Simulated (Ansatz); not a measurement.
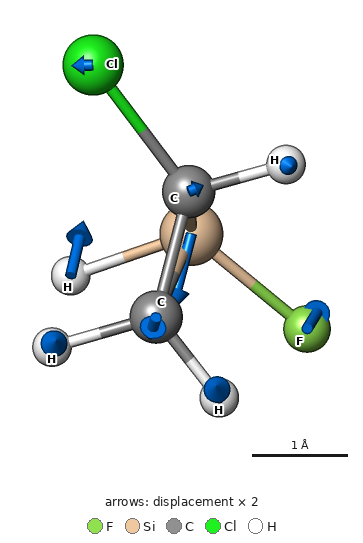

A relaxation of C2H4ClFSi. The starting structure is drawn; blue arrows show the displacements, 2 times their true length. The two geometries are superimposed by the best rigid fit.

Style: ball-and-stick. Shown from a free direction.

The run prepares an end point of a later path (hydrogen shift) calculation, from a guessed geometry.

Computed with Ansatz, RKS PBE0/6-31G.

Input file:
```yaml
crystal:
  periodic: [false, false, false]
  atoms:
    - { symbol: F, position_ang: [-1.5021, -0.8025, 1.472] }
    - { symbol: Si, position_ang: [-0.8113, 0.5002, 0.7926] }
    - { symbol: C, position_ang: [0.812, -0.6286, -0.2802] }
    - { symbol: C, position_ang: [-0.1609, 0.1903, -0.8559] }
    - { symbol: Cl, position_ang: [0.2689, 1.5605, -1.8386] }
    - { symbol: H, position_ang: [0.047, 1.2156, 1.7856] }
    - { symbol: H, position_ang: [0.6429, -1.611, 0.1345] }
    - { symbol: H, position_ang: [1.7236, -0.1212, 0.2047] }
    - { symbol: H, position_ang: [-0.9317, -0.3497, -1.4319] }
basis:
  gaussian: { orbitals: "6-31G" }
hamiltonian:
  xc: pbe0
relax:
  f_tol: 0.02
  max_steps: 50
```

Command:
```bash
ansatz run input.yaml --threads 1 --pin off --max-ram 2048MiB --backend cpu --events-out ev --progress --plain --runs-dir out
```

**What happened in the run?**

Si2 moves most after the best rigid fit: 0.44 Å. By element the largest moves are Si 0.44 Å, H 0.39 Å, F 0.38 Å, C 0.23 Å, Cl 0.12 Å. Some distances before and after: Si2–C3 2.249 → 1.883 Å, C3–C4 1.396 → 1.548 Å, C4–Cl5 1.740 → 1.838 Å, Si2–C4 1.799 → 1.878 Å. Bond angles that change, for instance: C3–Si2–H6 98.2° → 123.6°, F1–Si2–C3 96.0° → 120.5°, Si2–C3–H7 99.2° → 122.6°. The energy falls by 42.5 kcal/mol in 10 accepted moves (12 points after the start). Largest force component: 3.3 eV/Å at the start, 0.015 eV/Å at the end. The line search rejected the trial steps at points 7, 11 of the run.
